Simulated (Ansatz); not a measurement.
BN2H5S: several calculations on one system

## 1. Relaxation

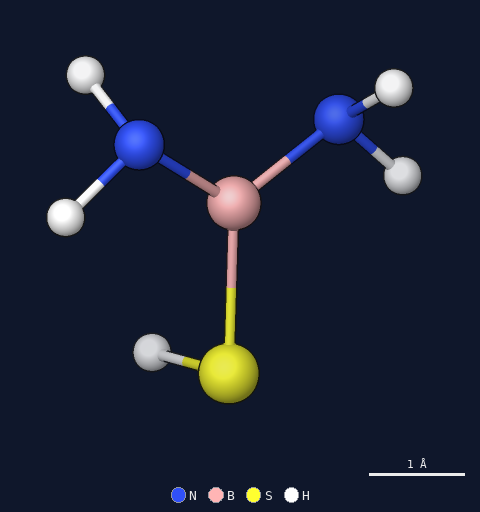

Starting structure of BN2H5S (coarse preliminary run). A ball-and-stick model, seen at a tilt.

The calculation used Ansatz, RKS PBE-D4/def2-SVP.

Input file:
```yaml
crystal:
  periodic: [false, false, false]
  atoms:
    - {symbol: N, position_ang: [0.474300, 1.227600, -0.659500]}
    - {symbol: B, position_ang: [0.090100, 0.015000, 0.124600]}
    - {symbol: N, position_ang: [0.587700, -1.331300, -0.354800]}
    - {symbol: S, position_ang: [-0.895900, 0.146300, 1.677200]}
    - {symbol: H, position_ang: [-0.005400, 1.150200, -1.632400]}
    - {symbol: H, position_ang: [-0.053600, 2.096000, -0.215300]}
    - {symbol: H, position_ang: [0.340800, -2.051600, 0.354000]}
    - {symbol: H, position_ang: [1.701300, -1.270300, -0.296600]}
    - {symbol: H, position_ang: [-2.150800, -0.028300, 0.985500]}
basis:
  gaussian: {orbitals: def2-SVP}
hamiltonian: {xc: pbe, dispersion: d4}
relax: {f_tol: 0.03, max_steps: 250}
```

Question: What does the optimiser find from here?

Answer: The largest move after the best rigid fit is that of H9, 0.79 Å. Largest moves by element: H 0.79 Å, S 0.47 Å, N 0.47 Å, B 0.17 Å. Some distances before and after: N3–H8 1.117 → 1.019 Å, N1–H6 1.109 → 1.017 Å, B2–N3 1.513 → 1.421 Å, S4–H9 1.444 → 1.360 Å. Bond angles that change, for instance: B2–N3–H8 105.2° → 123.5°, B2–N1–H5 107.4° → 122.8°, B2–N1–H6 107.6° → 122.8°. Groups turn about B2–S4 by about 70°. The optimiser took 11 steps.

The structure at the end:

```xyz
9

N     0.0354    1.0722   -0.6418
B    -0.0174   -0.1079    0.1518
N     0.7998   -1.2432   -0.1006
S    -1.1708   -0.2253    1.6076
H     0.6280    1.1569   -1.4667
H    -0.3752    1.9540   -0.3451
H     0.6555   -2.1367    0.3639
H     1.5746   -1.2423   -0.7618
H    -2.0414    0.7261    1.1755
```

After the run, drawn alike:

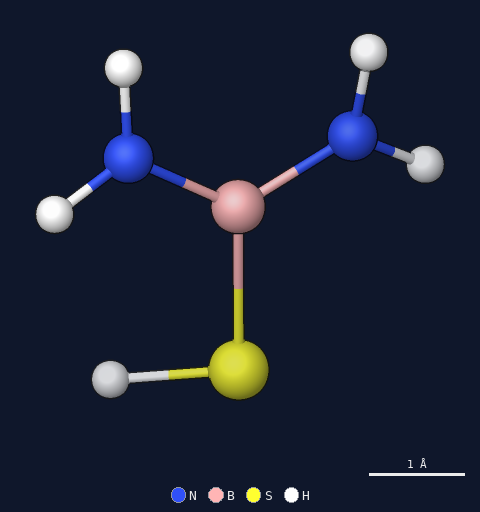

## 2. Relaxation

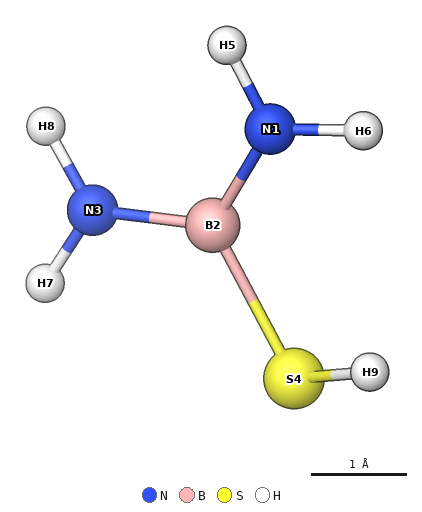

This is the input geometry for a relaxation of BN₂H₅S. The picture is a ball-and-stick view, seen at a tilt.

The calculation used RKS PBE0-D4/def2-TZVP in Ansatz 0.2.0.

The input:
```yaml
crystal:
  periodic: [false, false, false]
  atoms:
    - {symbol: N, position_ang: [0.026968, 1.066492, -0.651534]}
    - {symbol: B, position_ang: [-0.015879, -0.106646, 0.152902]}
    - {symbol: N, position_ang: [0.802961, -1.241547, -0.095790]}
    - {symbol: S, position_ang: [-1.157483, -0.214607, 1.618735]}
    - {symbol: H, position_ang: [0.612809, 1.145644, -1.481832]}
    - {symbol: H, position_ang: [-0.384059, 1.949628, -0.359517]}
    - {symbol: H, position_ang: [0.665089, -2.131341, 0.377792]}
    - {symbol: H, position_ang: [1.572512, -1.244211, -0.763020]}
    - {symbol: H, position_ang: [-2.034419, 0.730189, 1.184963]}
basis:
  gaussian: {orbitals: def2-TZVP}
hamiltonian: {xc: pbe0, dispersion: d4}
relax: {f_tol: 0.005, max_steps: 200}
```

Q: Predict the outcome.

A: H9 moves most after the best rigid fit: 0.12 Å. By element the largest moves are H 0.12 Å, S 0.10 Å, N 0.02 Å, B 0.02 Å. Near-neighbour distances that change, for instance: S4–H9 1.360 → 1.340 Å, B2–S4 1.861 → 1.844 Å, N1–H5 1.019 → 1.004 Å, B2–N3 1.421 → 1.411 Å. After 7 accepted moves (9 points after the start) the energy has fallen by 3.49 kJ/mol. The largest force component goes from 0.58 to 0.0024 eV/Å. The line search rejected the trial steps at points 3, 6 of the run. The run took about 70 core-seconds on a shared host.

The structure at the end:

```xyz
9

N     0.0432    1.0564   -0.6363
B    -0.0276   -0.1183    0.1422
N     0.8007   -1.2344   -0.0990
S    -1.2089   -0.2630    1.5514
H     0.6535    1.1492   -1.4287
H    -0.4539    1.8963   -0.4092
H     0.6972   -2.1035    0.3905
H     1.5433   -1.2342   -0.7744
H    -1.9590    0.8052    1.2463
```

The end point in the same view:

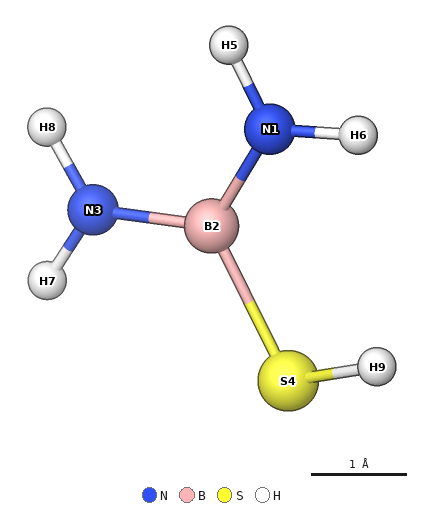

## 3. Distortion

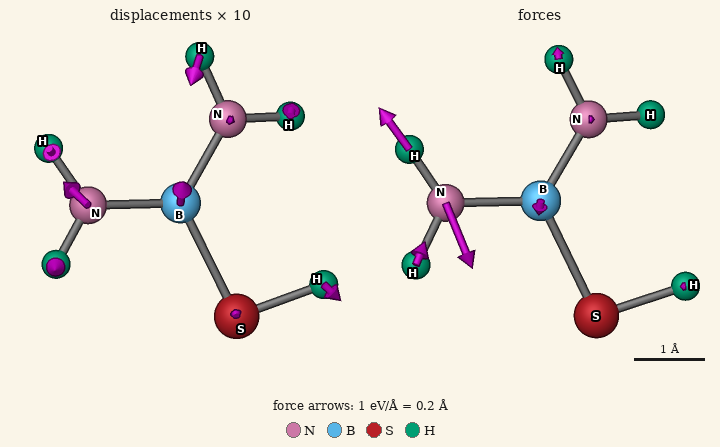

Left: BN$_{2}$H$_{5}$S, with purple arrows for the displacements applied to it. Right: the displaced structure with the computed forces. The picture is a ball-and-stick view, seen at a tilt.

Theory: RKS PBE0-D4/def2-TZVPP (Ansatz). 

Question: How do the forces relate to the distortion?

Answer: All atoms are moved at random (σ = 0.06 Å) from the PBE0-D4/def2-TZVP minimum. It costs 5.53 kcal/mol. The largest force is 5.2 eV/Å, on an N atom. The forces point partly back along the displacements (cosine −0.54). At other levels of theory the same distortion costs 5.57 kcal/mol (RKS PBE-D4/def2-TZVPP), 5.50 kcal/mol (RKS r2SCAN-D4/def2-TZVPP), 5.52 kcal/mol (RKS wB97M-V/def2-TZVPP), 5.57 kcal/mol (RHF-CCSD(T), frozen core/def2-TZVPP). Some distances before and after: H–N 1.003 → 0.938 to 1.050 Å, B–S 1.844 → 1.870 Å, B–N 1.411 → 1.394 to 1.420 Å, H–S 1.340 → 1.356 Å. Among the angles between lasting bonds that change: B–N–H 122.9° → 118.2°, B–N–H 123.2° → 126.4°.
